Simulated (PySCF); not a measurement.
HF3Si, SMILES F[SiH](F)F, singlet at its PBE0/def2-SVP optimised geometry (Å):

```
5

Si    -0.5377    -0.4001     0.0000
F     -1.0327    -1.0782    -1.3606
F     -1.0310     1.1205     0.0000
F      1.0611    -0.4001     0.0000
H     -1.0611    -1.1205     1.1646
```

Computed with PBE0/def2-TZVP in PySCF. Cells within 0.4 Å of a nucleus heavier than hydrogen are left out (blank, or x).

Map of the log10 of the electron density (e/bohr³), floored at −4 on the plane z = 0.0 Å:

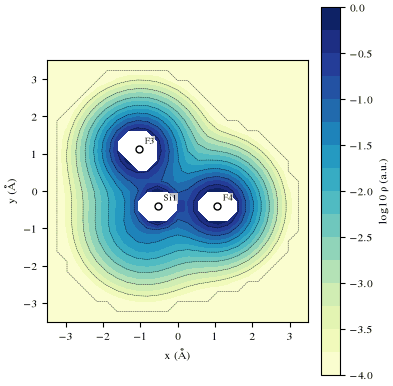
Log10 of the electron density (e/bohr³), floored at −4 on the plane z = 0.0 Å.
